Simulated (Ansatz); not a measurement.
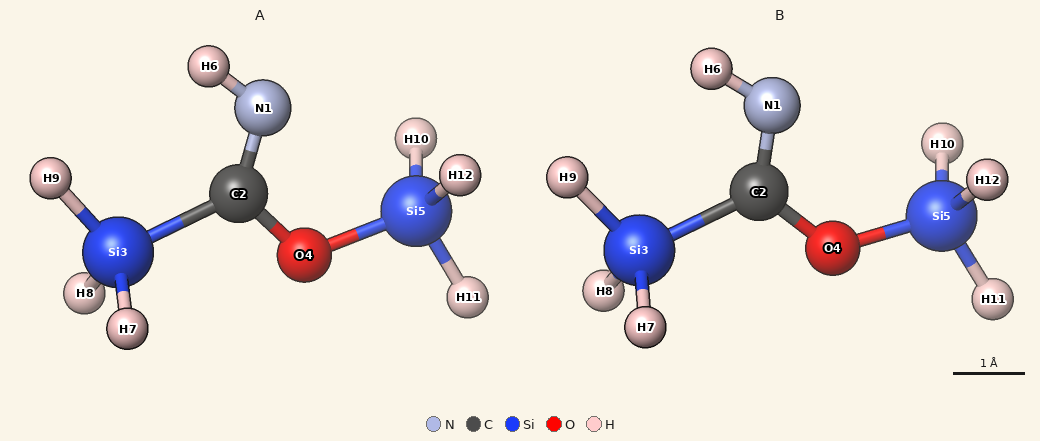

Two geometries of CH₇NOSi₂, drawn at one scale. One is the start of a relaxation, the other its converged end. Style: ball-and-stick. Shown at a tilt.

All numbers below come from RKS PBE0/def2-SVP in Ansatz 0.2.0. Set-up: no spin polarisation; force threshold 0.02 eV/Å; at most 50 steps.

**Which of the two is the end point?**

Structure A is the relaxed one. The run prepares an end point of a later path (hydrogen shift) calculation, from a guessed geometry. Over 9 accepted moves (10 points after the start) the energy falls by 7.26 kcal/mol. Largest force component: 2 eV/Å at the start, 0.0076 eV/Å at the end. The line search rejected the trial step at point 9 of the run. The atom that moves furthest after the best rigid fit is H6 (0.25 Å). Largest moves by element: H 0.25 Å, N 0.18 Å, O 0.16 Å, Si 0.11 Å, C 0.03 Å. Among the contacts that change: N1–Si5 3.038 → 2.762 Å, Si3–H8 1.419 → 1.491 Å, O4–Si5 1.649 → 1.720 Å, Si3–H9 1.545 → 1.493 Å. Among the angles between lasting bonds that change: C2–O4–Si5 127.7° → 117.1°, N1–C2–Si3 121.5° → 129.2°, O4–Si5–H11 108.2° → 101.8°.
